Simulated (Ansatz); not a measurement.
# SiH4S (sulfanylsilane) at CCSDT(Q)/STO-3G

What is the energy change on altering one bond length of SiH4S (sulfanylsilane) at CCSDT(Q)/STO-3G? 

The calculation is run with Ansatz 0.2.0.

45 further runs of the same task are left out: 1 that didn't finish, 44 set aside as unsound or not needed.

## Step 1: The molecule

The species is SiH4S (6 atoms), meant as a singlet with charge 0. SMILES: `[SiH3]S`. The shape is that of a PBE0-D4/def2-TZVP optimisation.

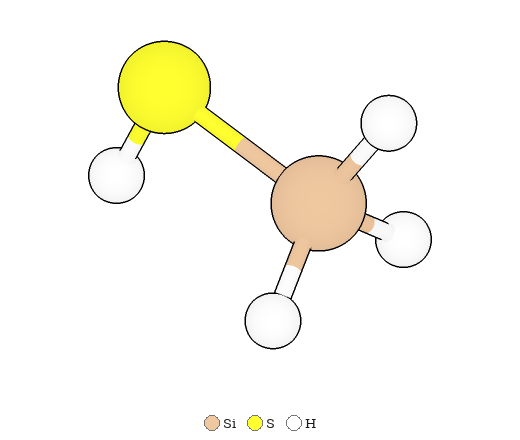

The structure, seen from a chosen angle (silicon light orange, sulfur yellow, hydrogen white).

## Step 2: A single-point energy at CCSDT(Q)/STO-3G

Input file job.yaml:

```yaml
crystal:
  periodic: [false, false, false]
  atoms:
    - symbol: Si
      position_ang: [-0.169800, -0.263400, -0.436000]
    - symbol: S
      position_ang: [0.907300, -0.012600, 1.392800]
    - symbol: H
      position_ang: [-1.629800, -0.074300, -0.241600]
    - symbol: H
      position_ang: [0.108600, -1.658300, -0.852500]
    - symbol: H
      position_ang: [0.299800, 0.681200, -1.481100]
    - symbol: H
      position_ang: [0.526100, 1.263300, 1.572300]
basis:
  gaussian:
    orbitals: STO-3G
total_charge: 0
correlation:
  method: ccsdt_q
  frozen_orbitals: {H: 0, S: 5, Si: 5}
accuracy: high
scf:
  omitted_lower_state_checks: [cluster_reference, increment]
```

On the command line:

```sh
$ ansatz run job.yaml --threads 1 --pin off --max-ram 2610MiB --events-out events.jsonl --progress --plain --runs-dir runs
```

Log, shortened:

```text
Warning: RAYON_NUM_THREADS=1 ignored (pool sized by the plan → 1); use --threads N
Functional definition: HF
  name "HF"
[...]
388 factors; integrals over basis functions are off by at most 1.9e-8 eV
[...]
mean field -18533.96670180 eV, -681.1107135172 hartree, gradient 2.8e-8 eV, S^2 0.000000; 0 other end points of the search recorded, 0 dependent functions left out
10 core orbitals not correlated: weight in the atoms' cores, before any rotation towards them, 1.000 or more for the frozen orbitals, at most 0.000 for the correlated occupied ones
reference -18533.96670180 eV, -681.1107135172 hartree; 7, 7 occupied and 5, 5 virtual orbitals, 388 factors
second order -1.76216336 eV of doubles, -0.00000000 eV of singles
cycle   1  -2.27590319 eV  change   -5.1e-1 eV  update   6.2e-2
[...]
cycle  20  -2.58065703 eV  change   -1.0e-9 eV  update  3.3e-10
perturbative correction -0.00058360 eV, -0.0000214469 hartree
Total energy: -18536.54794242 eV, -681.2055723606 hartree
Checks for a lower state left out: cluster_reference, increment
```

It took 0.22 s on 1 thread of Arm Neoverse V2, shared host.

## Step 3: The distorted shape at the same level

Input file molecule.yaml:

```yaml
crystal:
  periodic: [false, false, false]
  atoms:
    - {symbol: Si, position_ang: [-0.074497, -0.582384, -0.480876]}
    - {symbol: S, position_ang: [1.002603, -0.331584, 1.347924]}
    - {symbol: H, position_ang: [-1.534497, -0.393284, -0.286476]}
    - {symbol: H, position_ang: [0.203903, -1.977284, -0.897376]}
    - {symbol: H, position_ang: [0.395103, 0.362216, -1.525976]}
    - {symbol: H, position_ang: [0.526100, 1.263300, 1.572300]}
basis:
  gaussian:
    orbitals: STO-3G
correlation:
  method: ccsdt_q
  frozen_orbitals: {H: 0, S: 5, Si: 5}
accuracy: high
scf:
  omitted_lower_state_checks: [cluster_reference, increment]
```

On the command line:

```sh
$ ansatz run molecule.yaml --threads 1 --pin off --max-ram 2610MiB --events-out events.jsonl --progress --plain --runs-dir runs
```

Log, shortened:

```text
Warning: RAYON_NUM_THREADS=1 ignored (pool sized by the plan → 1); use --threads N
Functional definition: HF
  name "HF"
[...]
388 factors; integrals over basis functions are off by at most 1.6e-8 eV
[...]
mean field -18532.49040186 eV, -681.0564604953 hartree, gradient 4.9e-8 eV, S^2 0.000000; 0 other end points of the search recorded, 0 dependent functions left out
10 core orbitals not correlated: weight in the atoms' cores, before any rotation towards them, 1.000 or more for the frozen orbitals, at most 0.000 for the correlated occupied ones
reference -18532.49040186 eV, -681.0564604953 hartree; 7, 7 occupied and 5, 5 virtual orbitals, 388 factors
second order -2.07206582 eV of doubles, -0.00000000 eV of singles
cycle   1  -2.70310905 eV  change   -6.3e-1 eV  update   7.5e-2
[...]
cycle  20  -3.11150017 eV  change   -1.1e-9 eV  update   1.4e-9
perturbative correction -0.00130811 eV, -0.0000480720 hartree
Total energy: -18535.60321014 eV, -681.1708540896 hartree
Checks for a lower state left out: cluster_reference, increment
```

Wall time 0.24 s (1 thread of Arm Neoverse V2, shared host).

## Step 4: Summary of results

At CCSDT(Q)/STO-3G, 10 core orbitals frozen:

```
                                                         quantity          value
                                        first shape: total energy  -681.20557 Eh
        first shape: correlation energy (10 core orbitals frozen)      -94.9 mEh
                                       first shape: T1 diagnostic          0.005
                                    distorted shape: total energy  -681.17085 Eh
    distorted shape: correlation energy (10 core orbitals frozen)     -114.4 mEh
                                   distorted shape: T1 diagnostic          0.006
energy change with the S2–H6 bond stretched from 1.344 to 1.680 Å       0.945 eV
```

What this shows: With the S2–H6 bond stretched from 1.344 to 1.680 Å the energy rises by 0.94 eV (21.8 kcal/mol). The first shape isn't relaxed at this level, so the change isn't measured from a minimum. The minimal basis adds a large error of its own.
